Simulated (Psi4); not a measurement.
# InF3 (SMILES [F][In]([F])[F]): CEPA(1)/def2-SVP (density fitting, core potential)

What is the energy change on altering one bond length of InF3 at CEPA(1)/def2-SVP (density fitting, core potential)? 

Program for the calculation: Psi4 1.11.

3 further runs of the same task are left out: 3 set aside as unsound or not needed.

**1. The system as given**

The species is InF3 (4 atoms), meant as a singlet with charge 0. SMILES: `[F][In]([F])[F]`. Geometry: relaxed at PBE0-D4/def2-TZVP.

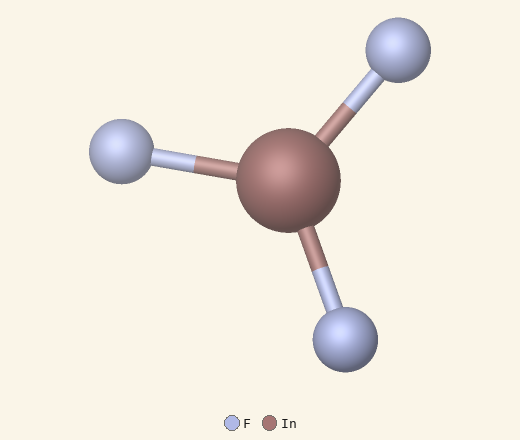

The structure, seen from a chosen angle (fluorine light blue, indium brown).

**2. The energy at CEPA(1)/def2-SVP (density fitting, core potential)**

File f3in.json:

```json
{
 "schema_name": "qcschema_input",
 "schema_version": 1,
 "molecule": {
  "schema_name": "qcschema_molecule",
  "schema_version": 2,
  "symbols": ["F", "In", "F", "F"],
  "geometry": [-2.4674154, -0.70959216, 2.53185506, 0.02626719, -0.02853486, -0.0096376, 3.34122476, -1.46850617, 0.27155364, -0.7955747, 2.09268271, -2.83213254],
  "molecular_charge": 0,
  "molecular_multiplicity": 1,
  "fix_com": true,
  "fix_orientation": true
 },
 "driver": "energy",
 "model": {
  "method": "cepa(1)",
  "basis": "def2-SVP"
 },
 "keywords": {
  "scf_type": "df",
  "num_frozen_docc": 7
 }
}
```

Run with:

```bash
$ psi4 --qcschema f3in.json -n 1 --memory 1600MB
```

stdout:

```text
[...]
    !!!  WARNING: ECP capability is in beta. Please check occupations closely.  !!!
[...]
  Running in c1 symmetry.
[...]
  Nuclear repulsion =  195.109742953161657
[...]
  Multiplicity = 1
[...]
  Nalpha       = 24
  Nbeta        = 24
[...]
    Number of basis functions: 68
[...]
   @DF-RHF iter   1:  -487.15778698437708   -2.19613e+00   1.01120e-02 DIIS/ADIIS
[...]
   @DF-RHF iter  11:  -487.33903501629248   -1.59162e-12   3.68073e-09 DIIS
[...]
    Orbital Energies [Eh]
    ---------------------
    Doubly Occupied:
       1A    -26.252518     2A    -26.252507     3A    -26.252460
       4A     -5.471726     5A     -3.737578     6A     -3.727996
       7A     -3.727995     8A     -1.506498     9A     -1.501941
      10A     -1.501934    11A     -1.122274    12A     -1.122273
      13A     -1.120577    14A     -1.111033    15A     -1.111031
      16A     -0.674579    17A     -0.632668    18A     -0.632667
      19A     -0.625812    20A     -0.610118    21A     -0.609073
      22A     -0.609064    23A     -0.589447    24A     -0.589438
[...]
  @DF-RHF Final Energy:  -487.33903501629248
   => Energetics <=
    Nuclear Repulsion Energy =            195.1097429531616569
    One-Electron Energy =               -1142.7111405565508448
    Two-Electron Energy =                 460.2623625870966748
    Total Energy =                       -487.3390350162924847
[...]
 Multipole Moments:
 ------------------------------------------------------------------------------------
     Multipole            Electronic (a.u.)      Nuclear  (a.u.)        Total (a.u.)
 ------------------------------------------------------------------------------------
 L = 1.  Multiply by 2.5417464519 to convert [e a0] to [Debye]
 Dipole X            :         -1.2553281            1.2557229            0.0003948
 Dipole Y            :          1.3678462           -1.3679726           -0.0001264
 Dipole Z            :          0.4607754           -0.4609042           -0.0001288
 Magnitude           :                                                    0.0004341
[...]
      * SCS-MP2 total energy:                 -487.958803801343
[...]
      * MP2 total energy:                     -487.987298037898
[...]
```

The result, in JSON:

```text
{
 "driver": "energy",
 "model": {
  "method": "cepa(1)",
  "basis": "def2-SVP"
 },
 "success": true,
 "return_result": -487.99029214451787,
 "properties": {
  "calcinfo_nbasis": 68,
  "calcinfo_nmo": 68,
  "calcinfo_nalpha": 24,
  "calcinfo_nbeta": 24,
  "calcinfo_natom": 4,
  "nuclear_repulsion_energy": 195.10974295316166,
  "return_energy": -487.99029214451787,
  "scf_one_electron_energy": -1142.7111405565508,
  "scf_two_electron_energy": 460.2623625870967,
  "scf_dipole_moment": [0.00039478626317901444, -0.00012643876985807267, -0.000128798922286677],
  "scf_total_energy": -487.3390350162925,
  "scf_iterations": 11,
  "mp2_same_spin_correlation_energy": -0.18247712408730116,
  "mp2_opposite_spin_correlation_energy": -0.4657858975179969,
  "mp2_singles_energy": 0.0,
  "mp2_doubles_energy": -0.648263021605298,
  "mp2_correlation_energy": -0.648263021605298,
  "mp2_total_energy": -487.9872980378978
 }
}
```

Run time: 5.1 s. Hardware: 1 thread of Intel Xeon Platinum 8375C at 2.90GHz (Ice Lake), shared host; peak memory 0.34 GiB.

**3. The distorted shape at the same level**

File input.in:

```
memory 1.6 GB

molecule mol {
  0 1
  F
  In 1 R2
  F 2 R3 1 A3
  F 2 R4 3 A4 1 D4

  R2 = 2.302
  R3 = 1.918333
  A3 = 120.00177
  R4 = 1.918329
  A4 = 120.00894
  D4 = 179.99862
  units angstrom
  no_reorient
  no_com
}

set {
  basis def2-SVP
  scf_type df
  num_frozen_docc 7
}

e_tot, wfn = energy('cepa(1)', return_wfn=True)
print_variables()
```

Run with:

```bash
$ psi4 -n 1 input.in input.out
```

input.out:

```text
[...]
    !!!  WARNING: ECP capability is in beta. Please check occupations closely.  !!!
[...]
  Running in c1 symmetry.
[...]
  Nuclear repulsion =  184.042443080097485
[...]
  Multiplicity = 1
[...]
  Nalpha       = 24
  Nbeta        = 24
[...]
    Number of basis functions: 68
[...]
   @DF-RHF iter   1:  -487.08252644546928   -2.30065e+00   1.05954e-02 DIIS/ADIIS
[...]
   @DF-RHF iter  12:  -487.29628031172678   -9.09495e-13   4.98329e-09 DIIS
[...]
    Orbital Energies [Eh]
    ---------------------
    Doubly Occupied:
       1A    -26.271359     2A    -26.271322     3A    -26.203215
       4A     -5.500736     5A     -3.766181     6A     -3.756756
       7A     -3.755741     8A     -1.522124     9A     -1.519079
      10A     -1.417951    11A     -1.149432    12A     -1.148012
      13A     -1.147317    14A     -1.137559    15A     -1.135711
      16A     -0.676516    17A     -0.637279    18A     -0.636723
      19A     -0.634970    20A     -0.625917    21A     -0.612941
      22A     -0.551910    23A     -0.551358    24A     -0.535149
[...]
  @DF-RHF Final Energy:  -487.29628031172678
   => Energetics <=
    Nuclear Repulsion Energy =            184.0424430800974847
    One-Electron Energy =               -1120.3469270592458997
    Two-Electron Energy =                 449.0082036674216965
    Total Energy =                       -487.2962803117267754
[...]
 Multipole Moments:
 ------------------------------------------------------------------------------------
     Multipole            Electronic (a.u.)      Nuclear  (a.u.)        Total (a.u.)
 ------------------------------------------------------------------------------------
 L = 1.  Multiply by 2.5417464519 to convert [e a0] to [Debye]
 Dipole X            :          0.0003256           -0.0002794            0.0000462
 Dipole Y            :         -0.0016883            0.0014344           -0.0002539
 Dipole Z            :          3.3012064           -2.6807991            0.6204073
 Magnitude           :                                                    0.6204074
[...]
      * SCS-MP2 total energy:                 -487.924066054353
[...]
      * MP2 total energy:                     -487.952215036186
[...]
```

It took 5.7 s on 1 thread of Intel Xeon Platinum 8375C at 2.90GHz (Ice Lake), shared host; peak memory 0.34 GiB.

**4. Summary of results**

Level: CEPA(1)/def2-SVP (density fitting, core potential), 7 core orbitals frozen.

```
                                                          quantity          value
                                         first shape: total energy  -487.99029 Eh
                  first shape: HOMO energy (Hartree–Fock orbitals)      -16.04 eV
                  first shape: LUMO energy (Hartree–Fock orbitals)        0.18 eV
                first shape: HOMO–LUMO gap (Hartree–Fock orbitals)       16.22 eV
          first shape: correlation energy (7 core orbitals frozen)     -651.3 mEh
                                     distorted shape: total energy  -487.95579 Eh
              distorted shape: HOMO energy (Hartree–Fock orbitals)      -14.56 eV
              distorted shape: LUMO energy (Hartree–Fock orbitals)       -0.83 eV
            distorted shape: HOMO–LUMO gap (Hartree–Fock orbitals)       13.74 eV
      distorted shape: correlation energy (7 core orbitals frozen)     -659.5 mEh
energy change with the F1–In2 bond stretched from 1.918 to 2.302 Å       0.939 eV
```

With the F1–In2 bond stretched from 1.918 to 2.302 Å the energy rises by 0.94 eV (21.6 kcal/mol). The first shape isn't relaxed at this level, so the change isn't measured from a minimum.
